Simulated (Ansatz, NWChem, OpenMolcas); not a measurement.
**A ladder of methods for TlCl (SMILES [Cl][Tl])**

The species is TlCl (2 atoms), meant as a singlet with charge 0. SMILES: `[Cl][Tl]`. The bond length is the measured one.

```jsonl
{"atom": "Cl", "x (Å)": "0.0000", "y (Å)": "0.0000", "z (Å)": "0.0000"}
{"atom": "Tl", "x (Å)": "0.0000", "y (Å)": "0.0000", "z (Å)": "2.4848"}
```

Quantity: the vertical energy of the triplet above the singlet, in eV. The values are calculated.

| level | kind | program | value (eV) | less CCSD(T)/def2-TZVPP | CPU time (all runs) |
| --- | --- | --- | --- | --- | --- |
| SVWN5/def2-TZVPP (core potential) | LDA | OpenMolcas | 4.27 | +0.13 | 26 s |
| BLYP/def2-TZVPP (core potential) | GGA | OpenMolcas | 4.16 | +0.02 | 40 s |
| M06-L/def2-TZVPP (core potential) | meta-GGA | OpenMolcas | 4.40 | +0.26 | 59 s |
| TPSS/def2-TZVPP (core potential) | meta-GGA | OpenMolcas | 4.10 | -0.04 | 54 s |
| wB97X/def2-TZVPP (core potential) | range-separated hybrid | NWChem | 4.37 | +0.23 | 4.5 min |
| MP2/def2-TZVPP (core potential) | perturbation theory | Ansatz | 4.42 | +0.28 | 17 s |
| BCCD(T)/def2-TZVPP (core potential) | coupled cluster or CI | Ansatz | 4.15 | +0.01 | 62 s |
| CCSD(T)/def2-TZVPP (core potential) | coupled cluster or CI | Ansatz | 4.14 | 0.00 | 52 s |

Differences are taken from CCSD(T)/def2-TZVPP (core potential) for orientation; it has basis-set and higher-order errors of its own. Spin-orbit coupling, which can split open shells on such heavy atoms by tenths of an eV, is left out. The values span 4.10 to 4.42 eV. CPU times are rough (shared hosts, several kinds of processor): they show what a rung costs within a factor of a few.

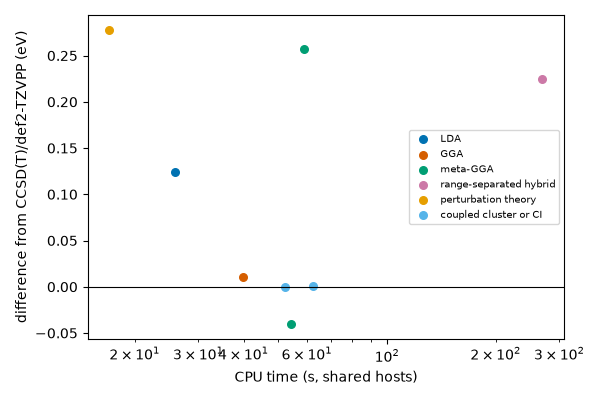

Difference from CCSD(T)/def2-TZVPP against processor time, one point a level.
